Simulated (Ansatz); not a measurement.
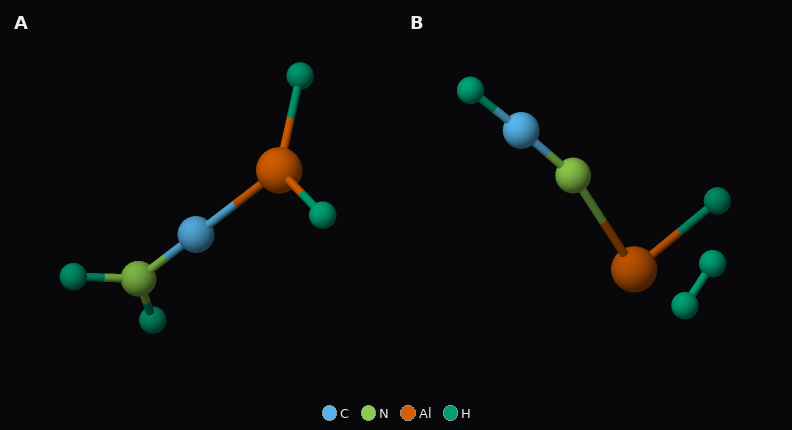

2 stationary structures of one formula. Geometries: PBE0-D4/def2-TZVP. Electronic energies: B3LYP-D4/def2-TZVPP (Ansatz 0.2.0), without zero-point energy. No frequency run is at hand to confirm each as a minimum. Each is one conformer, not always the lowest.

> Rank them by energy, lowest first.

A is lowest (C2v); B lies 0.426 eV above it (C1).
